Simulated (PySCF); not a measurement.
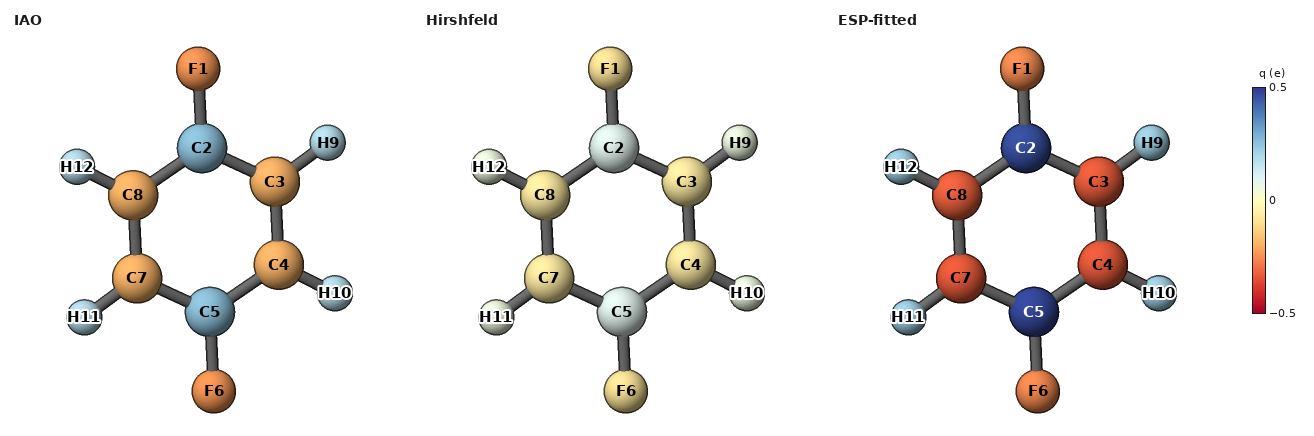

Atomic charges of one calculation by 3 schemes, on one colour scale. The computed structure is the end point of a PBE0-D3(BJ)/def2-SVP optimisation. No frequency run is at hand to confirm it as a minimum. Level of theory: PBE0/pcSseg-0 (PySCF 2.14.0).

Which scheme gives the most polar picture (largest mean size of the charges)?

The ESP-fitted charges are the largest in size here, and the Hirshfeld charges the smallest.

On which atom do the schemes disagree most?

On C2 (from 0.08 to 0.46 e); C5 (from 0.08 to 0.47 e).

List the charges (e), one line for each set of equivalent atoms.

```csv
atom,IAO,Hirshfeld,ESP-fitted
"F1, F6",−0.23,−0.08,−0.25
"C2, C5",0.25,0.08,0.46
"C3, C4, C7…",−0.18,−0.06,−0.32
"H9, H10, H11…",0.17,0.06,0.22
```
